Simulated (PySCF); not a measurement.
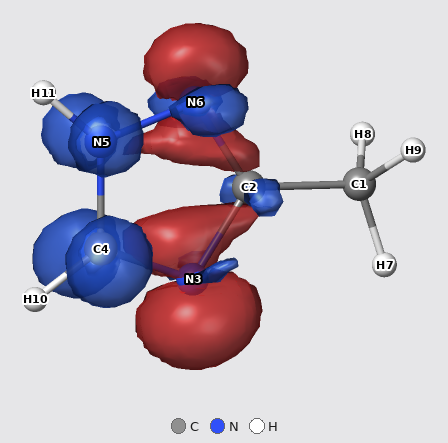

Figure 1: C3H5N3, SMILES `Cc1nc[nH]n1`. Unrelaxed difference density of S₁ less the ground state (TDA singlet states), ±0.06 e/Å³; blue: gain, red: loss.

PySCF calculation, CAM-B3LYP/def2-SVPD, gas phase; geometry: GFN2-xTB. No frequency check shows the geometry to be a minimum.

Cartesian coordinates (Å):

```
C1       2.1027    0.0035   -0.0001
C2       0.6214    0.0075   -0.0001
N3      -0.1164   -1.1318    0.0000
C4      -1.3533   -0.7092    0.0001
N5      -1.3751    0.6368   -0.0001
N6      -0.1161    1.0979   -0.0001
H7       2.4546   -1.0235   -0.0001
H8       2.4778    0.5205   -0.8803
H9       2.4775    0.5201    0.8815
H10     -2.2283   -1.3256   -0.0002
H11     -2.1529    1.2774    0.0011
```

Q: How does the charge move on excitation?

A: 0.78 e is displaced in all, of which about 0.5 e passes between atoms: N3 (0.40 e) and N6 (0.10 e) lose electrons and C4 (0.23 e) and N5 (0.15 e) gain them. The state: 6.40 eV (194 nm), f = 0.008; the leading pair carries 99 %; hole on N3 (51 %), N6 (29 %) and C2 (8 %), electron on C4 (28 %), N5 and N6 (19 % each) and N3 (11 %); their centroids lie 0.7 Å apart.
